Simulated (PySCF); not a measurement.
# B2PLYP/def2-TZVPPD run of HNO (nitroxyl)

What is the energy change on altering one bond length of HNO (nitroxyl) at B2PLYP/def2-TZVPPD? The job is set up through a Python script.

The calculation is run with PySCF 2.14.0.

2 further runs of the same task are left out: 2 set aside as unsound or not needed.

## Step 1: The system as given

HNO: 3 atoms, total charge 0, spin state singlet. As SMILES, `N=O`. Geometry: relaxed at PBE0-D4/def2-TZVP.

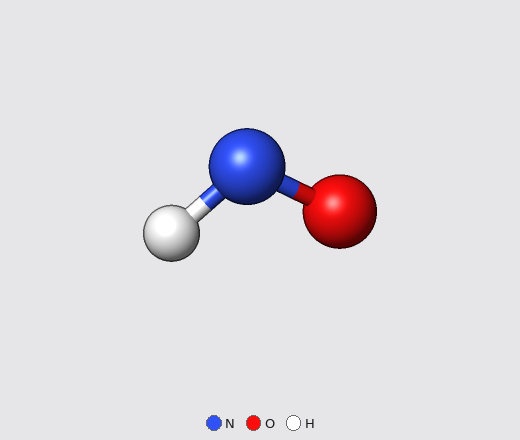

The structure, seen from a chosen angle (nitrogen blue, oxygen red, hydrogen white).

## Step 2: A single-point energy at B2PLYP/def2-TZVPPD

Contents of job.py:

```python
from pyscf import gto, dft, mp

mol = gto.M(
    atom=[
    ('N', (-0.283700, 0.312790, -0.117160)),
    ('O', (0.755300, 0.397200, 0.456500)),
    ('H', (-0.471600, -0.709980, -0.339350)),
],
    verbose=4,
    max_memory=1860,
    basis='def2-tzvppd',
)

mf = dft.RKS(mol)
mf.xc = '0.53*HF + 0.47*B88, 0.73*LYP'
mf.grids.level = 5
mf.conv_tol = 1e-10
mf.kernel()
if not mf.converged:
    mf = mf.newton().run(mf.mo_coeff, mf.mo_occ)

pt = mp.MP2(mf, frozen=2).run()
e_tot = mf.e_tot + 0.27 * pt.e_corr
print('PT2 part  %.8f' % (0.27 * pt.e_corr))
print(f'total energy: {e_tot:.8f} hartree')
```

On the command line:

```bash
OMP_NUM_THREADS=1 python job.py
```

The log of the run:

```text
PySCF version 2.14.0

[INPUT] num. atoms = 3
[INPUT] num. electrons = 16
[INPUT] charge = 0
[INPUT] spin (= nelec alpha-beta = 2S) = 0
[INPUT] symmetry False subgroup None
[INPUT] Mole.unit = angstrom
[INPUT] Symbol           X                Y                Z      unit          X                Y                Z       unit  Magmom
[INPUT]  1 N     -0.283700000000   0.312790000000  -0.117160000000 AA   -0.536115301539   0.591087434503  -0.221400312754 Bohr   0.0
[INPUT]  2 O      0.755300000000   0.397200000000   0.456500000000 AA    1.427310141884   0.750599216677   0.862659975864 Bohr   0.0
[INPUT]  3 H     -0.471600000000  -0.709980000000  -0.339350000000 AA   -0.891194840345  -1.341667753919  -0.641278560371 Bohr   0.0

nuclear repulsion = 30.6971917247186
number of shells = 34
number of NR pGTOs = 126
number of NR cGTOs = 94
basis = def2-tzvppd
ecp = {}

[... 55 lines left out ...]
converged SCF energy = -130.301114021891
[... 1 line left out ...]
******** <class 'pyscf.mp.mp2.RMP2'> ********
nocc = 6, nmo = 92
frozen orbitals 2
E(RMP2) = -130.833426795671  E_corr = -0.532312773779783
E(SCS-RMP2) = -130.824635382269  E_corr = -0.523521360378363
E_corr(same-spin) = -0.132985347873897
E_corr(oppo-spin) = -0.399327425905886
PT2 part  -0.14372445
total energy: -130.44483847 hartree
```

Run time: 7.5 s. Hardware: 1 thread of Arm Neoverse V1, shared host; peak memory 0.44 GiB.

## Step 3: The distorted shape, same level

Contents of input.py:

```python
from pyscf import gto, dft, mp

mol = gto.M(
    atom=[
    ('N', (-0.227324, 0.619652, -0.050496)),
    ('O', (0.811676, 0.704062, 0.523164)),
    ('H', (-0.471600, -0.709980, -0.339350)),
],
    verbose=4,
    basis='def2-tzvppd',
    max_memory=1860,
    spin=0,
    charge=0,
)

mf = dft.RKS(mol, xc='0.53*HF + 0.47*B88, 0.73*LYP')
mf.grids.level = 5
mf.conv_tol = 1e-10
mf.kernel()
if not mf.converged:
    mf = mf.newton().run(mf.mo_coeff, mf.mo_occ)

pt = mp.MP2(mf, frozen=2).run()
e_tot = mf.e_tot + 0.27 * pt.e_corr
print('PT2 part  %.8f' % (0.27 * pt.e_corr))
print('E = %.10f Eh' % e_tot)
```

On the command line:

```bash
OMP_NUM_THREADS=1 python input.py
```

The log of the run:

```text
PySCF version 2.14.0

[INPUT] num. atoms = 3
[INPUT] num. electrons = 16
[INPUT] charge = 0
[INPUT] spin (= nelec alpha-beta = 2S) = 0
[INPUT] symmetry False subgroup None
[INPUT] Mole.unit = angstrom
[INPUT] Symbol           X                Y                Z      unit          X                Y                Z       unit  Magmom
[INPUT]  1 N     -0.227324000000   0.619652000000  -0.050496000000 AA   -0.429580101541   1.170972572539  -0.095423610386 Bohr   0.0
[INPUT]  2 O      0.811676000000   0.704062000000   0.523164000000 AA    1.533845341882   1.330484354714   0.988636678232 Bohr   0.0
[INPUT]  3 H     -0.471600000000  -0.709980000000  -0.339350000000 AA   -0.891194840345  -1.341667753919  -0.641278560371 Bohr   0.0

nuclear repulsion = 29.6057117814845
number of shells = 34
number of NR pGTOs = 126
number of NR cGTOs = 94
basis = def2-tzvppd
ecp = {}

[... 57 lines left out ...]
converged SCF energy = -130.266382094652
[... 1 line left out ...]
******** <class 'pyscf.mp.mp2.RMP2'> ********
nocc = 6, nmo = 92
frozen orbitals 2
E(RMP2) = -130.827059854972  E_corr = -0.560677760320748
E(SCS-RMP2) = -130.818065711081  E_corr = -0.551683616428871
E_corr(same-spin) = -0.139765033795415
E_corr(oppo-spin) = -0.420912726525333
PT2 part  -0.15138300
E = -130.4177650899 Eh
```

Run time: 7.8 s. Hardware: 1 thread of Arm Neoverse V1, shared host; peak memory 0.44 GiB.

## Step 4: Outcome

At B2PLYP/def2-TZVPPD, 2 core orbitals frozen:

| quantity | value |
| --- | --- |
| first shape: total energy | -130.44484 Eh |
| first shape: dipole moment (SCF part) | 1.76 D |
| first shape: HOMO energy (SCF part's orbitals) | -8.82 eV |
| first shape: LUMO energy (SCF part's orbitals) | -0.94 eV |
| first shape: HOMO–LUMO gap (SCF part's orbitals) | 7.88 eV |
| distorted shape: total energy | -130.41777 Eh |
| distorted shape: dipole moment (SCF part) | 1.00 D |
| distorted shape: HOMO energy (SCF part's orbitals) | -8.66 eV |
| distorted shape: LUMO energy (SCF part's orbitals) | -1.14 eV |
| distorted shape: HOMO–LUMO gap (SCF part's orbitals) | 7.52 eV |
| energy change with the N1–H3 bond stretched from 1.063 to 1.382 Å | 0.737 eV |

**Reading.** With the N1–H3 bond stretched from 1.063 to 1.382 Å the energy rises by 0.74 eV (71.1 kJ/mol). The first shape isn't relaxed at this level, so the change isn't measured from a minimum.
